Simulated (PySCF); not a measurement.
C6H6N, SMILES c1cccc(c1)[NH], doublet at its PBE0/def2-SVP optimised geometry (Å):

```
13

N      1.3221     2.2946    -0.0001
C      0.7171     1.1066     0.0000
C     -0.7148     1.0767     0.0001
C     -1.4022    -0.1221     0.0003
C     -0.7042    -1.3396     0.0003
C      0.6990    -1.3440     0.0001
C      1.4009    -0.1529     0.0000
H      2.3385     2.1493    -0.0001
H     -1.2325     2.0382     0.0000
H     -2.4951    -0.1242     0.0003
H     -1.2525    -2.2846     0.0004
H      1.2384    -2.2946     0.0002
H      2.4951    -0.1529     0.0000
```

Computed with unrestricted PBE0/def2-TZVP (PySCF 2.14.0).

Map of the HOMO amplitude (α) (bohr^(-3/2)) on the plane z = 1.0 Å; orbital energy -6.31 eV, overall sign arbitrary:

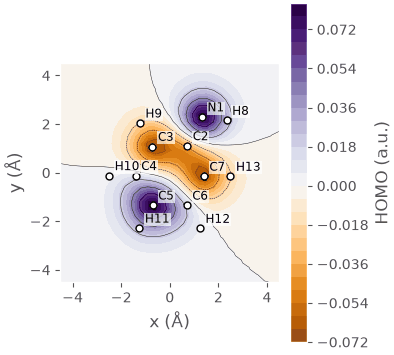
Figure. HOMO amplitude (α) (bohr^(-3/2)) on the plane z = 1.0 Å.
